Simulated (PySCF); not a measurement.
## Electronic structure of C6H11Al (AlEt2(CCH)) in real space

Input file:

```
{"job": {"kind": "nmr", "xc": "PBE0", "basis": {"default": "pcSseg-1", "Al": "pcSseg-2"}}, "charge": 0, "multiplicity": 1}
Al     0.039736     0.053817    -0.033211
C      1.969868     0.025967     0.317835
C      2.497571    -1.121638     1.178972
H      2.270651     1.004069     0.736379
H      2.454127    -0.001160    -0.679407
H      3.597570    -1.115166     1.259516
H      2.101969    -1.076839     2.206590
H      2.205614    -2.102840     0.772866
C     -0.955760     1.697118    -0.427394
C     -2.338974     1.540113    -1.058498
H     -0.312582     2.348315    -1.048816
H     -1.036686     2.244374     0.533108
H     -2.856519     2.506144    -1.181805
H     -2.281732     1.076486    -2.056445
H     -2.993318     0.893370    -0.452621
C     -0.908508    -1.622309    -0.002014
C     -1.495209    -2.695034     0.003601
H     -2.014138    -3.637876     0.009062
```

Run with:

```sh
OMP_NUM_THREADS=1 python probes_run.py task.json out
```

Geometry: PBE0-D3(BJ)/def2-SVP.

The calculation used PySCF, PBE0/pcSseg-1 Al:pcSseg-2, SCF density, gas phase, non-relativistic.

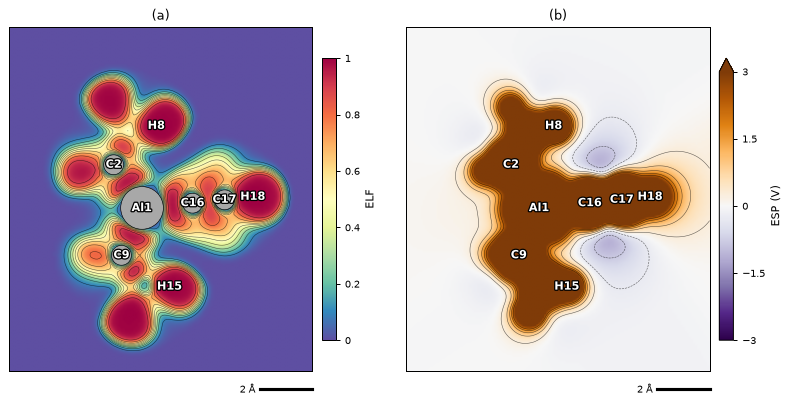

Figure 1. (a) ELF; (b) molecular electrostatic potential on the plane of atoms C2, Al1 and C9. Grey discs cover the atomic cores in the ELF map.

Question: What do the fields say about this system?

Answer: The section cuts through Al, C and H sites.
C–C (1.22 Å): the ELF peaks at about 0.85 between the atoms (a multiple bond).
C–Al (1.93 Å): the ELF peaks at about 0.95 between the atoms, as expected for a polar covalent bond.
C–H (1.08 Å): the ELF climbs to about 1 towards the hydrogen, as it does in any bond to H: a covalent bond by its length.
Outside the dense part of the molecule the potential is most negative (−1.1 V) near C16.

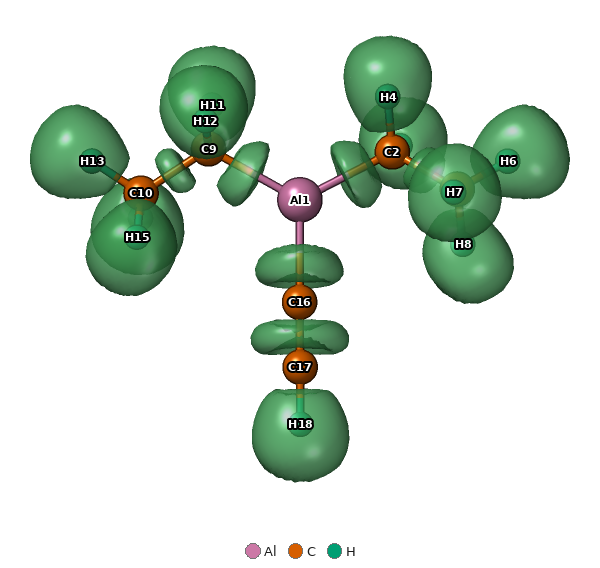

Figure 2. Isosurface of the ELF at 0.8 (green), seen across its widest extent. Only the valence region is drawn (cores and ρ < 0.01 e/Å³ removed).

Question: Describe the localisation domains.

Answer: The ELF exceeds this value in two regions between bonded Al–C atoms (shared pairs), three regions between bonded C–C atoms (shared pairs), eleven regions around hydrogen nuclei and one lobe of the valence shell of C pointing towards Al (polar bonds).

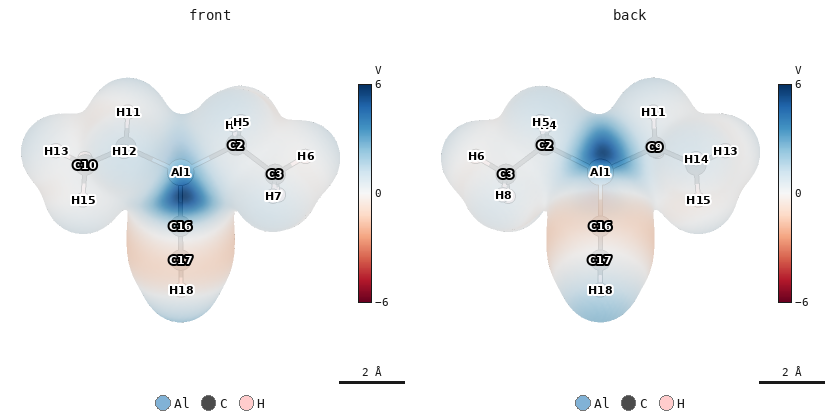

Figure 3. The molecular electrostatic potential painted on the density surface at 0.004 e/bohr³, seen from the front and from behind; red is negative and blue positive.

Question: Describe the electrostatic potential map.

Answer: The most negative region (about −1.1 V) lies over C16 and C17, the most positive (about +5.2 V) over Al1.

Question: What dipole moment does the calculation give?

Answer: Its dipole moment is 0.26 D.
